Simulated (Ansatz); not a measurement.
# Structural relaxation of Ge(100) slab, H on both faces (90 atoms)

Wanted: the relaxed structure of Ge(100) slab, H on both faces (90 atoms) and its electronic structure.

Main program and level: Ansatz 0.2.0; Kohn-Sham DFT, PBE, PAW (set soft_2), plane waves.

### 1. Set-up

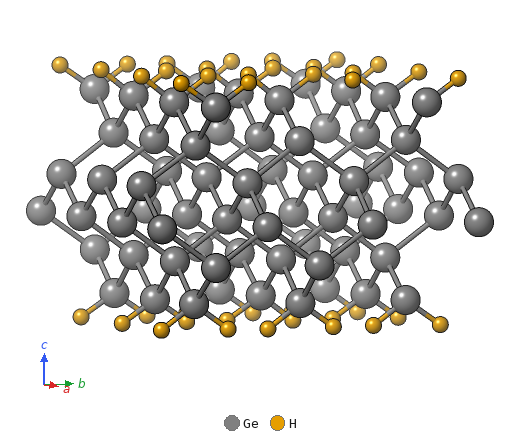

Start, viewed from the side, with the c axis up; germanium grey, hydrogen orange. Bonds to atoms that aren't drawn are left out. Some periodic images of atoms are drawn too.

The cell holds 90 atoms: 54 Ge and 36 H. Cell: a = 12.002 Å, b = 12.002 Å, c = 20.839 Å, α = 90.0°, β = 90.0°, γ = 90.0°. It derives from Ge (diamond-structure). Diamond-structure Ge (a = 5.658 Å), (100) slab of 6 atomic planes, 3 x 3 surface cells, H on the broken bonds of both faces, 12 Å of vacuum; displaced by a Gaussian of 0.02 Å. Regions: slab, 54 atoms (54 Ge); hydrogen, 36 atoms (36 H). Vacuum lies along c.

What the set-up can't give: Sampling is at Γ alone, for a cell whose shortest periodic width is 12 Å.

### 2. Single point at the start

A single point comes first, to see the forces before anything moves.

File input.yaml:

```yaml
crystal:
  lattice:
    - [12.00243, 0.0, 0.0]
    - [0.0, 12.00243, 0.0]
    - [0.0, 0.0, 20.83919]
  atoms:
    - { symbol: Ge, position: [0.16692, 0.16853, 0.32897] }
    - { symbol: Ge, position: [0.0018, 0.16986, 0.39782] }
    - { symbol: Ge, position: [0.00106, 0.33303, 0.46526] }
    - { symbol: Ge, position: [0.17074, 0.0, 0.53378] }
    [... 80 atom lines left out ...]
    - { symbol: H, position: [0.67179, 0.39813, 0.71314] }
    - { symbol: H, position: [0.6681, 0.60498, 0.71162] }
    - { symbol: H, position: [0.836, 0.9414, 0.28698] }
    - { symbol: H, position: [0.83549, 0.73057, 0.28813] }
    - { symbol: H, position: [0.66789, 0.93782, 0.71163] }
    - { symbol: H, position: [0.66852, 0.7301, 0.71235] }
kpoints:
  mp_grid: { grid: [1, 1, 1] }
hamiltonian:
  xc: pbe
scf:
  occupations: { method: fixed }
output:
  forces: true
  populations: intrinsic
  dos:
    method: { smearing: { sigma: 0.15 } }
    de: 0.1
    projected:
      site_lists:
        Ge: [Ge]
        H: [H]
        slab: [0, 1, 2, 3, 4, 5, 6, 7, 8, 9, 10, 11, 12, 13, 14, 15, 16, 17, 18, 19, 20, 21, 22, 23, 24, 25, 26, 27, 28, 29, 30, 31, 32, 33, 34, 35, 36, 37, 38, 39, 40, 41, 42, 43, 44, 45, 46, 47, 48, 49, 50, 51, 52, 53]
        hydrogen: [54, 55, 56, 57, 58, 59, 60, 61, 62, 63, 64, 65, 66, 67, 68, 69, 70, 71, 72, 73, 74, 75, 76, 77, 78, 79, 80, 81, 82, 83, 84, 85, 86, 87, 88, 89]
  eigenvalues: true
```

Started as:

```sh
> ansatz run input.yaml --threads 4 --pin off --max-ram 8192MiB --backend cpu --events-out ev --progress --plain --runs-dir out
```

Run time: 52 s. Hardware: 4 threads of Arm Neoverse V2, shared host; peak memory 3.8 GiB.

Numbers from this run:

* free energy: -232481.3003 eV
* free energy per atom: -2583.1256 eV/atom
* SCF cycles: 10
* r.m.s. force component: 0.4008 eV/Å
* longest force: 2.261 eV/Å
* Fermi energy: 0.8459 eV
* gap (highest filled to lowest empty level): 1.222 eV

The r.m.s. force component of 0.40 eV/Å sets the starting point.

Length of the force by element:

```tsv
element	coordination	atoms	mean length of the force (eV/Å)	spread	least	most
Ge	all	54	0.635	0.400	0.170	2.26
H	all	36	0.507	0.318	0.153	1.60
```

### 3. Relaxation

With the cell held, the atoms are moved downhill towards a nearby minimum.

input.yaml, the sections that differ from step 2:

```yaml
output:
  forces: true
relax:
  f_tol: 0.03
  max_steps: 87
# crystal, kpoints, hamiltonian, scf: as in step 2
```

It took 8.2 min on 4 threads; peak memory 3.6 GiB.

Relaxation path:

```tsv
step	energy less that of the first step (eV)	largest force component (eV/Å)
1	0.0000	2.0496
2	-0.7796	0.6987
3	-1.0424	0.0208
4	-1.0424	0.0208
5	-1.0441	0.0180
6	-1.0485	0.0393
7	-1.0674	0.2481
8	-1.0918	0.4581
9	-1.1683	0.5289
10	-1.4295	0.4958
11	-1.7071	0.3238
12	-1.8870	0.3132
13	-2.2183	0.2604
14	-2.4817	0.1731
15	-2.7218	0.1786
16	-2.9060	0.1950
17	-3.0265	0.0370
18	-3.0265	0.0372
19	-3.0334	0.0734
20	-3.0439	0.0183
21	-3.0439	0.0182
```

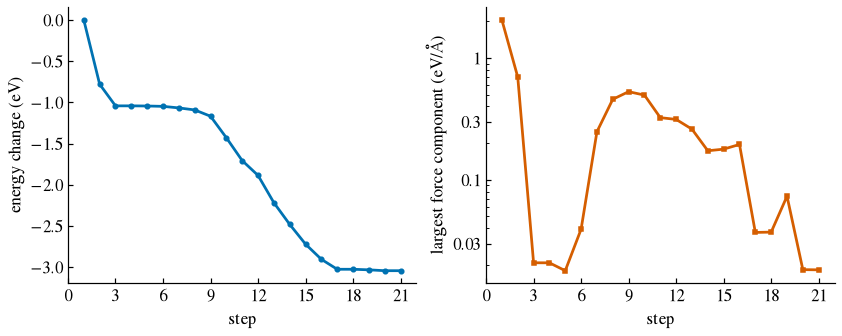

Energy and largest force along the relaxation.

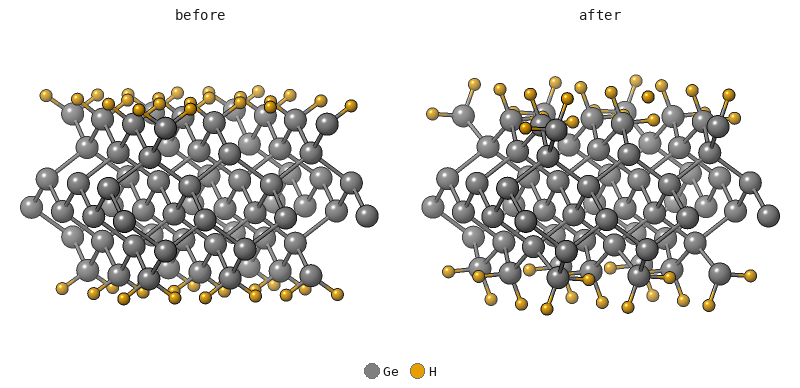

Before and after, at one scale. Bonds to atoms that aren't drawn are left out.

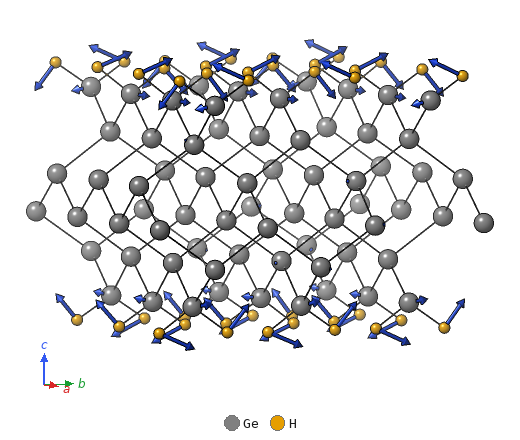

Displacements in the relaxation, scaled; the longest in the cell stands for 1.26 Å. Bonds to atoms that aren't drawn are left out. Some periodic images of atoms are drawn too.

The atoms that moved most (Å):

```tsv
atom	dx	dy	dz	length
H58	0.012	-1.156	0.512	1.264
H79	0.028	1.138	-0.497	1.242
H88	0.013	1.114	-0.499	1.221
H66	0.004	-1.104	0.520	1.220
H72	0.029	-1.107	-0.495	1.213
H73	-0.027	1.101	0.491	1.206
H62	0.006	-1.099	0.495	1.205
H69	-0.031	1.124	0.431	1.204
```

The relaxation changed the energy by -33.8 meV/atom, and atoms moved by 0.75 Å r.m.s., 1.3 Å at most.

### 4. Structure statistics after relaxation

Bonds before and after, by the cutoffs listed below:

```tsv
pair	bonds before	bonds after	mean before (Å)	mean after (Å)	spread before (Å)	spread after (Å)
Ge-Ge	90	90	2.452	2.451	0.026	0.012
Ge-H	36	36	1.522	1.547	0.033	0.002
```

Normalised to the volume that the atoms fill. Pair distribution functions g(r), in bins of 0.2 Å:

```tsv
r (Å)	total	Ge-Ge	Ge-H	H-H
1.50	2.60	0.00	5.40	0.00
1.70	0.00	0.00	0.00	0.00
1.90	0.00	0.00	0.00	0.00
2.10	0.00	0.00	0.00	0.00
2.30	0.56	0.00	0.00	3.49
2.50	3.49	6.95	1.02	3.08
2.70	0.00	0.00	0.00	0.00
2.90	0.00	0.00	0.00	0.00
3.10	0.91	0.00	1.90	0.00
3.30	0.28	0.00	0.59	0.00
3.50	1.01	0.00	2.10	0.00
3.70	0.65	1.19	0.45	0.00
3.90	0.74	1.06	0.00	2.25
4.10	2.16	4.92	0.00	2.46
4.30	1.20	1.06	1.70	0.00
4.50	0.34	0.48	0.05	0.92
4.70	1.67	2.53	0.81	2.29
4.90	0.36	0.64	0.17	0.27
5.10	0.84	0.65	1.27	0.00
5.30	0.56	0.00	1.16	0.00
5.50	0.42	0.19	0.52	0.62
5.70	0.81	1.29	0.26	1.37
5.90	0.59	0.16	0.98	0.37
6.10	0.98	1.60	0.66	0.51
6.30	0.42	0.81	0.11	0.49
6.50	0.84	0.39	1.45	0.00
6.70	0.36	0.37	0.47	0.00
6.90	0.82	1.92	0.27	0.00
```

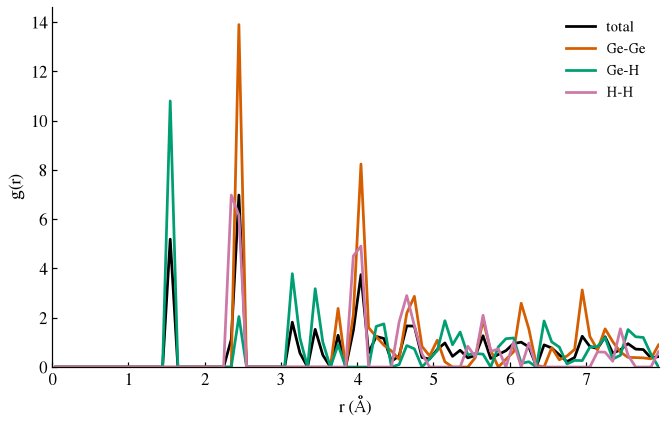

Pair distribution functions.

Bonds by pair of elements; cutoffs follow the first minimum of g(r), held within bounds set by covalent radii, and pairs that aren't listed don't count as bonded:

```tsv
pair A-B	cutoff (Å)	bonds	mean length (Å)	spread (Å)	shortest (Å)	B about A	A about B
Ge-Ge	2.88	90	2.45	0.012	2.43	3.33	3.33
Ge-H	1.93	36	1.55	0.002	1.54	0.667	1
```

How many atoms have how many bonded neighbours:

```tsv
element	mean	1	4
Ge	4	0	54
H	1	36	0
```

Bond angles, per cent of each kind in bins of 5°:

```tsv
angle (°)	Ge-Ge-Ge	Ge-Ge-H	H-Ge-H
95–100	7.7	0.0	0.0
100–105	7.7	50.0	0.0
105–110	38.5	0.0	100.0
110–115	30.8	0.0	0.0
115–120	15.4	50.0	0.0
```

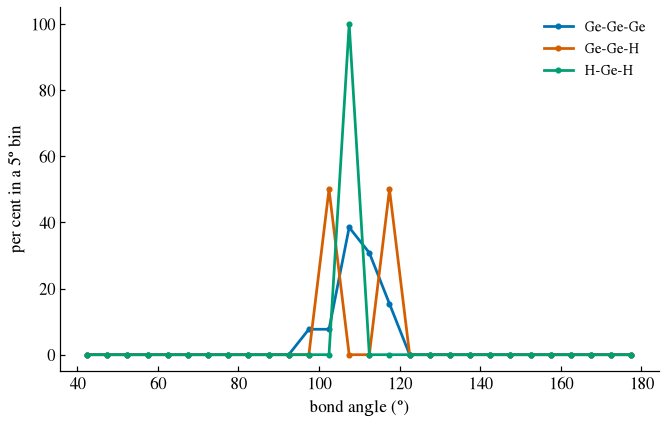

Distributions of the most common bond angles.

Bond angles (no mean is given where the spread exceeds 20°):

```tsv
angle	count	mean (°)	spread (°)
Ge-Ge-Ge	234	110	4.9
Ge-Ge-H	72	110	7.1
H-Ge-H	18	106	0.1
```

By these cutoffs all Ge atoms have 4 and all H atoms have 1 bonded neighbour. The Ge-Ge-Ge angle averages 110° with a spread of 5°.

### 5. Single point at the relaxed geometry

One more single point at the end of the walk gives the fuller output and checks the residual forces.

File input.yaml:

```yaml
crystal:
  lattice:
    - [12.00243, 0.0, 0.0]
    - [0.0, 12.00243, 0.0]
    - [0.0, 0.0, 20.83919]
  atoms:
    - { symbol: Ge, position: [0.16811, 0.13571, 0.33364] }
    - { symbol: Ge, position: [0.00202, 0.17252, 0.39721] }
    - { symbol: Ge, position: [0.00186, 0.33901, 0.46592] }
    - { symbol: Ge, position: [0.16877, 0.00285, 0.53442] }
    [... 80 atom lines left out ...]
    - { symbol: H, position: [0.66883, 0.4853, 0.7361] }
    - { symbol: H, position: [0.67071, 0.6597, 0.67269] }
    - { symbol: H, position: [0.82988, 0.99779, 0.32762] }
    - { symbol: H, position: [0.83659, 0.82336, 0.26417] }
    - { symbol: H, position: [0.67086, 0.99302, 0.67258] }
    - { symbol: H, position: [0.66894, 0.81886, 0.73612] }
kpoints:
  mp_grid: { grid: [1, 1, 1] }
hamiltonian:
  xc: pbe
scf:
  occupations: { method: fixed }
output:
  forces: true
  populations: true
  dos:
    method: { smearing: { sigma: 0.08 } }
    de: 0.1
    projected:
      site_lists:
        Ge: [Ge]
        H: [H]
        slab: [0, 1, 2, 3, 4, 5, 6, 7, 8, 9, 10, 11, 12, 13, 14, 15, 16, 17, 18, 19, 20, 21, 22, 23, 24, 25, 26, 27, 28, 29, 30, 31, 32, 33, 34, 35, 36, 37, 38, 39, 40, 41, 42, 43, 44, 45, 46, 47, 48, 49, 50, 51, 52, 53]
        hydrogen: [54, 55, 56, 57, 58, 59, 60, 61, 62, 63, 64, 65, 66, 67, 68, 69, 70, 71, 72, 73, 74, 75, 76, 77, 78, 79, 80, 81, 82, 83, 84, 85, 86, 87, 88, 89]
  eigenvalues: true
  write_density: true
  write_potential: true
  volumetric_format: npy
  elf: true
```

Wall time 57 s (4 threads); peak memory 3.8 GiB.

The program notes that the exchange-correlation potential is rough where the density is thin.

Numbers from this run:

* free energy: -232484.3442 eV
* free energy per atom: -2583.1594 eV/atom
* SCF cycles: 10
* r.m.s. force component: 0.00579 eV/Å
* longest force: 0.02022 eV/Å
* Fermi energy: 0.7308 eV
* gap (highest filled to lowest empty level): 1.594 eV
* potential in mid-vacuum, over the Fermi level: 4.635 eV
* potential 4.5 Å over the upper face: 4.635 eV
* potential 4.5 Å under the lower face: 4.635 eV
* spilling of the projection: 0.002542

Löwdin charges by element (they lack the spilled electrons, 0.022 e an atom on average):

```tsv
element	coordination	atoms	mean charge (e)	spread	least	most
Ge	all	54	0.0708	0.0756	0.0124	0.178
H	all	36	-0.0502	0.0229	-0.0739	-0.027
```

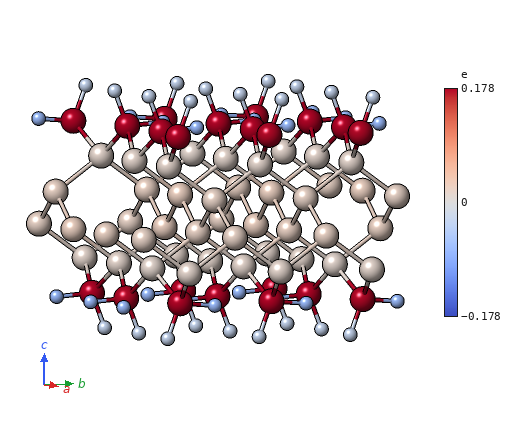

Atoms coloured by Löwdin charge. Bonds to atoms that aren't drawn are left out. Some periodic images of atoms are drawn too.

By region:

```tsv
region	atoms	mean length of the force (eV/Å)
slab	54	0.011
hydrogen	36	0.005
```

States in the cell by windows of 1 eV, zero at the Fermi level; the larger projections on atomic orbitals stand beside the total:

```tsv
from (eV)	to (eV)	total	slab	Ge p	Ge s	H s	hydrogen
-14	-13	0.0	0.0	0.0	0.0	0.0	0.0
-13	-12	0.3	0.3	0.0	0.3	0.0	0.0
-12	-11	11.2	10.4	1.9	8.5	0.8	0.8
-11	-10	16.4	15.0	3.6	11.4	1.3	1.3
-10	-9	21.7	18.5	4.3	14.2	3.0	3.0
-9	-8	17.5	15.0	4.3	10.7	2.4	2.4
-8	-7	12.8	11.2	4.4	6.9	1.5	1.5
-7	-6	16.2	14.8	6.7	8.0	1.3	1.3
-6	-5	9.8	8.4	4.9	3.4	1.3	1.3
-5	-4	24.2	13.7	12.1	1.6	10.1	10.1
-4	-3	28.7	23.4	21.7	1.6	5.0	5.0
-3	-2	36.1	29.0	28.0	0.9	6.9	6.9
-2	-1	39.9	36.2	35.4	0.8	3.5	3.5
-1	0	16.5	15.8	15.5	0.3	0.7	0.7
0	1	0.6	0.5	0.5	0.0	0.0	0.0
1	2	22.0	20.1	10.6	9.5	1.0	1.0
2	3	35.7	29.8	21.7	8.0	2.6	2.6
3	4	32.0	21.4	17.9	3.5	4.9	4.9
4	5	47.2	29.5	25.5	4.0	3.6	3.6
```

The curve was stored every 0.10 eV, coarse against its broadening of 0.08 eV, so these counts are rough.

With fixed occupations the program's Fermi level is the highest filled level; weight inside the gap is the broadening of levels at its edges.

Between -25 and -14 eV lie 540 more states.

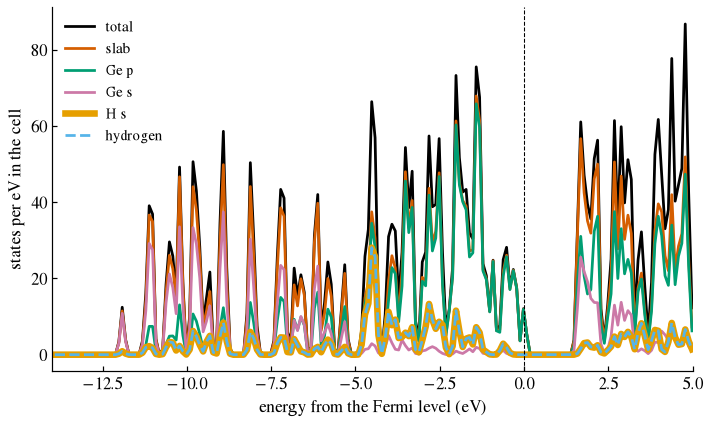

Total and projected density of states, with the broadening of the input.

The levels nearest the highest filled one (over half full), pooled over k-points and spins:

```tsv
level less the highest filled one (eV)	occupation
-0.562	2
-0.528	2
-0.426	2
-0.271	2
-0.271	2
0	2
1.59	0
1.64	0
1.65	0
1.69	0
1.72	0
1.73	0
```

Planar average of the electrostatic potential energy along the normal, with the Fermi level as zero, after a running mean with a triangular window 4 Å wide at its base:

```tsv
height (Å)	potential energy (eV)
0.0	4.63
0.9	4.63
1.6	4.63
2.5	4.63
3.3	4.58
4.2	4.24
4.9	3.31
5.8	1.10
6.7	-1.64
7.4	-3.10
8.2	-3.69
9.1	-3.48
10.0	-3.42
10.7	-3.40
11.6	-3.47
12.4	-3.68
13.3	-3.28
14.0	-2.05
14.9	0.63
15.8	2.98
16.5	4.11
17.4	4.54
18.2	4.63
19.1	4.63
19.8	4.63
20.7	4.63
```

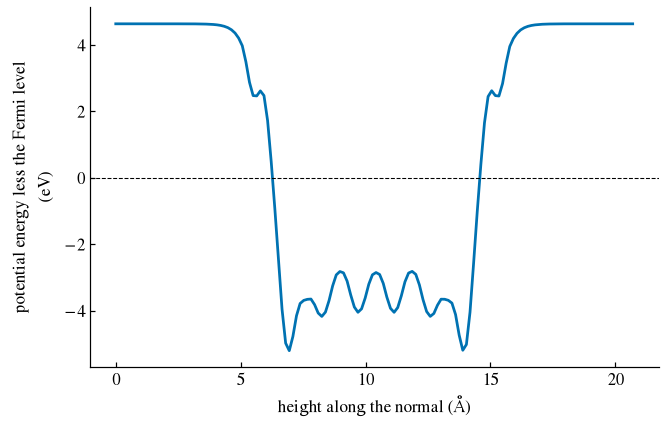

Planar average of the electrostatic potential energy; the dashed line is the Fermi level.

Mean Löwdin charges: Ge +0.07, H -0.05 e. Charges this small depend on the projection, at times even in sign. The largest share in the top eV of filled states is Ge p (94 % of the projected weight), and in the lowest eV of empty states Ge p (58 % of the projected weight). The potential stands 4.63 eV above the highest filled level over the upper face and 4.63 eV under the lower one, a reading of the ionisation potential at this level on the run's k-points.

### 6. What came out

- energy change in the relaxation: -33.82 meV/atom
- r.m.s. displacement: 0.746 Å
- largest displacement: 1.264 Å
- free energy per atom: -2583.1594 eV/atom
- r.m.s. force component: 0.00579 eV/Å
- gap (highest filled to lowest empty level): 1.594 eV
- potential in mid-vacuum, over the Fermi level: 4.635 eV
- wall time of the 3 DFT runs: 10 min

In words: Relaxation lowers the energy by 33.8 meV/atom and moves atoms by 0.75 Å r.m.s.; the r.m.s. force component goes from 0.40 to 0.0058 eV/Å, and the gap from 1.22 to 1.59 eV. By the final cutoffs no bond was broken or made. First to last step the energy falls by 3.044 eV; the largest move, 1.26 Å, is that of H58, with 1 other atom within 2 % of it. The Ge-H bonds change most in mean length: from 1.522 Å (spread 0.033) to 1.547 Å (spread 0.002). Counting bonds as in the table, all Ge atoms have 4 and all H atoms have 1 bonded neighbour. The highest filled and lowest empty levels differ by 1.59 eV at Γ alone; the mesh holds the band edges only if they fold onto it, so the gap at this level can be narrower or closed, and states at the surface or the caps may set it. The potential stands 4.63 eV above the highest filled level over the upper face and 4.63 eV under the lower one, a reading of the ionisation potential at this level on the run's k-points.

[Logs are printed without paths, hosts, clocks, repeated set-up lines and the standing remarks that a program may print on its own settings, such as how far it seeks lower states.]

[Hosts, paths, dates, database ids (printed as entryN), source tags and the programs' standing remarks are cut or masked in the printed files.]
